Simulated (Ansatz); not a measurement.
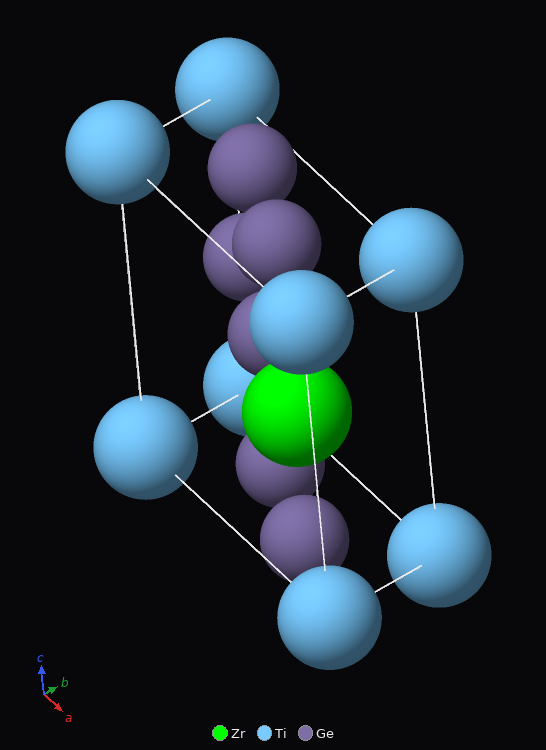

Figure: spheres-only view slightly off an axis. The parallelepiped is the cell (the run's own, in a reduced setting).

```
CELL_PARAMETERS angstrom
-2.59122 0.00000 -4.42826
-2.59122 0.00000 4.42826
2.59122 4.52627 0.00000
ATOMIC_POSITIONS crystal
Zr 0.75000 0.25000 0.50000
Ti 0.00000 0.00000 0.00000
Ge 0.33653 0.66347 0.00000
Ge 0.66347 0.33653 0.00000
Ge 0.41569 0.58431 0.50000
Ge 0.08431 0.91569 0.50000
```

Results below were computed with DFT PBE, scalar-relativistic, plane waves, PAW in Ansatz 0.2.0; the settings were a 420 eV plane-wave basis, k-points about 0.16 Å⁻¹ apart, Gaussian smearing of 0.1 eV, no spin polarisation.

Q: Give the Bader charge of each element.

A: Zr +1.25 e; Ti +1.17 e; Ge -0.60 e.

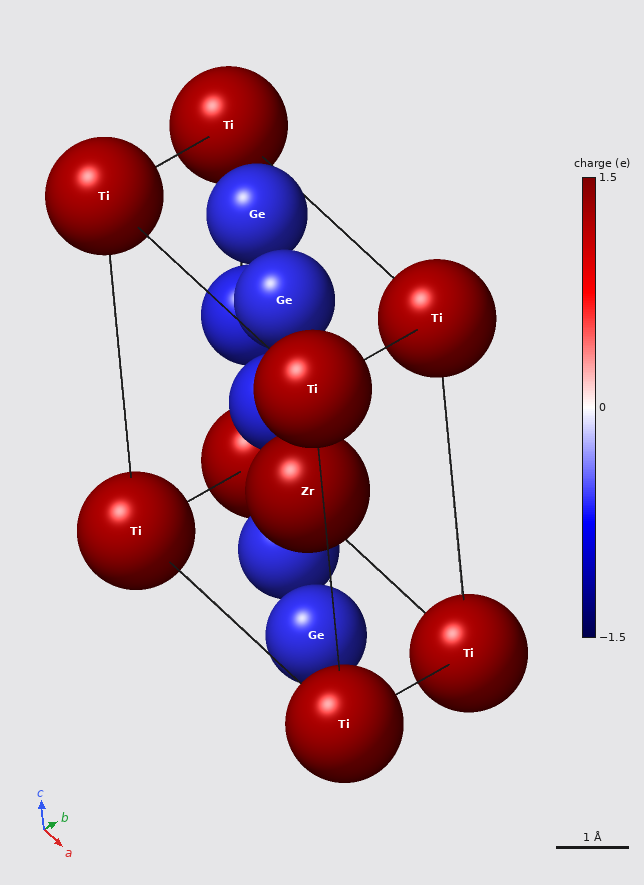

The atoms coloured by those charges.

The structure comes from a structure type filled with these elements by a generator (whether the compound takes this form wasn't checked). Earlier steps of the study may have refined or changed the cell and positions. It went into a calculation with Ansatz.
